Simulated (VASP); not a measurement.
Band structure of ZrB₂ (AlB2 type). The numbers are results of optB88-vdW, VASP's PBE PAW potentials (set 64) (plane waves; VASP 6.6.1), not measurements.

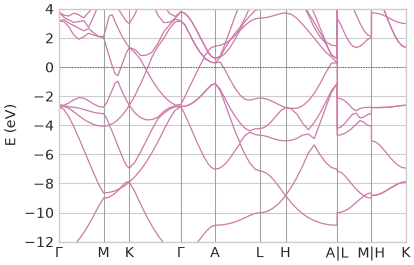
Fig. 1. Bands along high-symmetry lines, zero at the valence-band maximum or, without a gap, the Fermi level

### Question
Read the plot: is there a gap, and where are the band edges?

### Answer
It has no gap at this level: it comes out as a metal or semimetal. (Edges off the drawn lines would not show.)

The compound is ZrB2 in the AlB2 type structure. It was relaxed first.
